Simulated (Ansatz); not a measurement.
# CH3AlF2 (SMILES [CH3][Al]([F])[F]): r2SCAN/def2-SVPD

What is the electronic atomisation energy of CH3AlF2 at r2SCAN/def2-SVPD? 

The results are computed with Ansatz 0.2.0.

46 further runs of the same task are left out: 46 set aside as unsound or not needed.

**1. The structure to begin with**

CH3AlF2 has 7 atoms, charge 0, and is taken as a singlet. As SMILES, `[CH3][Al]([F])[F]`. The shape is that of a PBE0-D4/def2-TZVP optimisation.

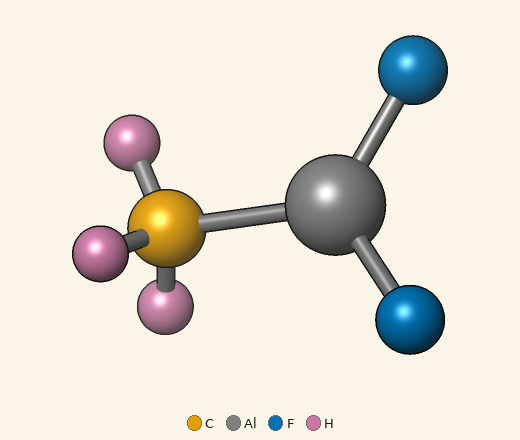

The structure, seen from a chosen angle (carbon amber, aluminium grey, fluorine blue, hydrogen pink).

**2. A single-point energy at r2SCAN/def2-SVPD**

The input, input.yaml:

```yaml
basis:
  gaussian:
    orbitals: def2-SVPD
crystal:
  periodic: [false, false, false]
  atoms:
    - symbol: C
      position_ang: [-0.253600, 0.825900, -0.238700]
    - symbol: Al
      position_ang: [0.293100, -0.956200, 0.245500]
    - symbol: F
      position_ang: [1.513200, -1.219500, 1.315500]
    - symbol: F
      position_ang: [-0.423400, -2.297600, -0.378600]
    - symbol: H
      position_ang: [-1.075800, 0.816000, -0.956100]
    - symbol: H
      position_ang: [-0.573400, 1.384500, 0.645100]
    - symbol: H
      position_ang: [0.581100, 1.378900, -0.678200]
hamiltonian:
  xc: r2scan
accuracy: high
output: {orbitals: {seedname: orbitals}}
```

On the command line:

```bash
ansatz run input.yaml --threads 1 --pin off --max-ram 3480MiB --events-out events.jsonl --progress --plain --runs-dir runs
```

Output:

```text
Warning: RAYON_NUM_THREADS=1 ignored (pool sized by the plan → 1); use --threads N
Functional definition: r2SCAN
  name "r2SCAN"
  parameter k0 = 0.174
  parameter k1 = 0.065
  parameter a1 = 4.9479
  exchange = r2scan_x(k0 = k0, k1 = k1, a1 = a1)
  correlation = r2scan_c
2236 factors; integrals over basis functions are off by at most 3.2e-9 eV
mean field evaluation 1: about -13100.7350 eV, gradient 7.2e1 eV
mean field evaluation 2: about -13085.5387 eV, gradient 1.2e2 eV
mean field evaluation 4: about -13110.6309 eV, gradient 5.3e0 eV
mean field evaluation 8: about -13110.6987 eV, gradient 7.6e-2 eV
mean field evaluation 16: about -13110.6987 eV, gradient 1.2e-5 eV
mean field -13110.69867979 eV, -481.8092897316 hartree, gradient 1.2e-8 eV, S^2 0.000000; 0 other end points of the search recorded, 0 dependent functions left out
reference -13110.69868101 eV, -481.8092897762 hartree; 20, 20 occupied and 94, 94 virtual orbitals, 2236 factors
Total energy: -13110.69868101 eV, -481.8092897762 hartree
```

Wall time 16 s (1 thread of Arm Neoverse V1, shared host); peak memory 0.37 GiB.

**3. The Al atom, same level**

The input, input.yaml:

```yaml
basis:
  gaussian:
    orbitals: def2-SVPD
crystal:
  periodic: [false, false, false]
  atoms:
    - symbol: Al
      position_ang: [0.000000, 0.000000, 0.000000]
magnetization:
  spin_polarized: true
  initial_magnetization: 1
hamiltonian:
  xc: r2scan
accuracy: high
```

On the command line:

```bash
ansatz run input.yaml --threads 1 --pin off --max-ram 3480MiB --events-out events.jsonl --progress --plain --runs-dir runs
```

Output:

```text
Warning: RAYON_NUM_THREADS=1 ignored (pool sized by the plan → 1); use --threads N
Functional definition: r2SCAN
  name "r2SCAN"
  parameter k0 = 0.174
  parameter k1 = 0.065
  parameter a1 = 4.9479
  exchange = r2scan_x(k0 = k0, k1 = k1, a1 = a1)
  correlation = r2scan_c
202 factors; integrals over basis functions are off by at most 1.9e-9 eV
mean field evaluation 1: about -6591.8252 eV, gradient 1.8e0 eV
mean field evaluation 2: about -6591.8874 eV, gradient 4.2e-1 eV
mean field evaluation 4: about -6591.8912 eV, gradient 6.6e-2 eV
mean field evaluation 8: about -6591.8912 eV, gradient 3.0e-4 eV
mean field evaluation 16: about -6591.8912 eV, gradient 7.4e-7 eV
mean field evaluation 32: about -6591.8901 eV, gradient 9.0e-2 eV
mean field evaluation 64: about -6591.8912 eV, gradient 8.2e-6 eV
mean field -6591.89121559 eV, -242.2475340285 hartree, gradient 1.0e-8 eV, S^2 0.760443; 7 other end points of the search recorded, 0 dependent functions left out
reference -6591.89121932 eV, -242.2475341656 hartree; 7, 6 occupied and 17, 18 virtual orbitals, 202 factors
Total energy: -6591.89121932 eV, -242.2475341656 hartree
```

It took 7.2 s on 1 thread of Arm Neoverse V1, shared host; peak memory 0.14 GiB.

**4. The C atom, same level**

The input, run.yaml:

```yaml
crystal:
  periodic: [false, false, false]
  atoms:
    - {symbol: C, position_ang: [0.000000, 0.000000, 0.000000]}
basis:
  gaussian:
    orbitals: def2-SVPD
magnetization:
  spin_polarized: true
  initial_magnetization: 2
hamiltonian:
  xc: {name: r2SCAN}
accuracy: high
```

Run the same way, it converges to -37.78828 Eh (log not shown).

**5. The F atom**

The input, job.yaml:

```yaml
crystal:
  periodic: [false, false, false]
  atoms:
    - {symbol: F, position_ang: [0.000000, 0.000000, 0.000000]}
basis:
  gaussian:
    orbitals: def2-SVPD
magnetization:
  spin_polarized: true
  initial_magnetization: 1
hamiltonian:
  xc: {name: r2SCAN}
accuracy: high
```

On the command line:

```bash
ansatz run job.yaml --threads 1 --pin off --max-ram 3480MiB --events-out events.jsonl --progress --plain --runs-dir runs
```

Output:

```text
Warning: RAYON_NUM_THREADS=1 ignored (pool sized by the plan → 1); use --threads N
Functional definition: r2SCAN
  name "r2SCAN"
  parameter k0 = 0.174
  parameter k1 = 0.065
  parameter a1 = 4.9479
  exchange = r2scan_x(k0 = k0, k1 = k1, a1 = a1)
  correlation = r2scan_c
194 factors; integrals over basis functions are off by at most 1.8e-9 eV
mean field evaluation 1: about -2710.3828 eV, gradient 6.0e0 eV
mean field evaluation 2: about -2710.4441 eV, gradient 4.0e0 eV
mean field evaluation 4: about -2710.4932 eV, gradient 1.1e-2 eV
mean field evaluation 8: about -2710.4945 eV, gradient 3.7e-4 eV
mean field -2710.49449534 eV, -99.6088354644 hartree, gradient 1.9e-8 eV, S^2 0.752225; 0 other end points of the search recorded, 0 dependent functions left out
reference -2710.49449844 eV, -99.6088355784 hartree; 5, 4 occupied and 18, 19 virtual orbitals, 194 factors
Total energy: -2710.49449844 eV, -99.6088355784 hartree
```

Wall time 1.1 s (1 thread of Arm Neoverse V1, shared host); peak memory 0.099 GiB.

**6. The H atom, same level**

The input, in.yaml:

```yaml
crystal:
  periodic: [false, false, false]
  atoms:
    - symbol: H
      position_ang: [0.000000, 0.000000, 0.000000]
basis:
  gaussian:
    orbitals: def2-SVPD
total_charge: 0
magnetization:
  spin_polarized: true
  initial_magnetization: 1
hamiltonian:
  xc: r2scan
accuracy: high
```

On the command line:

```bash
ansatz run in.yaml --threads 1 --pin off --max-ram 3480MiB --events-out events.jsonl --progress --plain --runs-dir runs
```

Output:

```text
Warning: RAYON_NUM_THREADS=1 ignored (pool sized by the plan → 1); use --threads N
Functional definition: r2SCAN
  name "r2SCAN"
  parameter k0 = 0.174
  parameter k1 = 0.065
  parameter a1 = 4.9479
  exchange = r2scan_x(k0 = k0, k1 = k1, a1 = a1)
  correlation = r2scan_c
33 factors; integrals over basis functions are off by at most 2.1e-9 eV
mean field evaluation 1: about -13.5842 eV, gradient 3.3e-3 eV
mean field evaluation 2: about -13.5842 eV, gradient 3.4e-3 eV
mean field evaluation 4: about -13.5842 eV, gradient 2.8e-5 eV
mean field -13.58416968 eV, -0.4992090282 hartree, gradient 8.8e-10 eV, S^2 0.750000; 0 other end points of the search recorded, 0 dependent functions left out
reference -13.58417057 eV, -0.4992090606 hartree; 1, 0 occupied and 7, 8 virtual orbitals, 33 factors
Total energy: -13.58417057 eV, -0.4992090606 hartree
```

It took 0.42 s on 1 thread of Arm Neoverse V1, shared host.

**7. Summary of results**

Level: r2SCAN/def2-SVPD.

| quantity | value |
| --- | --- |
| molecule: total energy | -481.80929 Eh |
| molecule: HOMO energy | -8.28 eV |
| molecule: LUMO energy | -1.00 eV |
| molecule: HOMO–LUMO gap | 7.29 eV |
| Al atom: total energy | -242.24753 Eh |
| Al atom: ⟨S²⟩ | 0.760 |
| C atom: total energy | -37.78828 Eh |
| C atom: ⟨S²⟩ | 2.006 |
| F atom: total energy | -99.60884 Eh |
| F atom: ⟨S²⟩ | 0.752 |
| H atom: total energy | -0.49921 Eh |
| H atom: ⟨S²⟩ | 0.750 |
| electronic atomisation energy | 28.794 eV |

Taking the molecule apart into free atoms costs 28.79 eV (664 kcal/mol), before zero-point energy and without spin-orbit coupling.
